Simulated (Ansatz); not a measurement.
Start from BeS in the zinc blende structure (space group F-43m, No. 216; a = 4.869 Å).

The change: the cell is scaled by 0.9910 in all directions; the atoms relax in the strained cell.

Level of theory: r2SCAN/PAW in Ansatz (a quantum-chemistry and plane-wave program), no spin-orbit coupling.

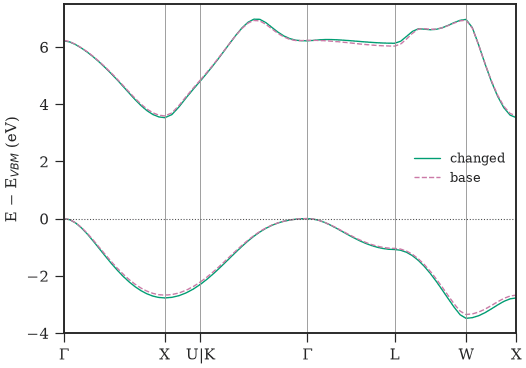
Fig. 1. Highest valence and lowest conduction band along the path, each from its own valence-band maximum

The gap is 3.53 eV, indirect, Γ → X; the base has 3.59 eV.

Whether these cells are dynamically stable was not tested.
